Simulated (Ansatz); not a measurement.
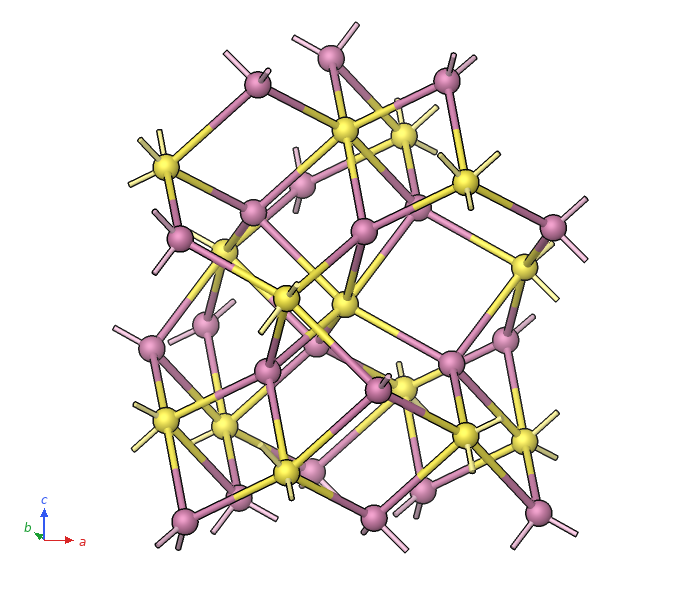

A cut-out of a periodic net derived from a crystal structure. Nodes are coloured by topological kind. Edges to nodes outside the piece are drawn as stubs.

> What net is this?

A binodal (4,6)-connected, three-periodic net. It is the cor net, known from corundum.

> Give point symbol and coordination sequence of each kind of node.

4-connected node: 4³·6³, sequence 4, 16, 26, 66, 70; 6-connected node: 4⁶·6⁹, sequence 6, 13, 39, 46, 105.

The net was derived as follows. System Al₂O₃ (space group R-3c, No. 167); source of the atomic positions: the geometry relaxed with DFT, PAW plane waves, r2scan in Ansatz. Bonds are taken as Al–O below 2.2 Å; no other contact counts. Atoms with one bond or none are removed and atoms with two bonds are replaced by edges, until no such atom is left. O is a 4-connected node; Al is a 6-connected node, in the ratio 3:2.
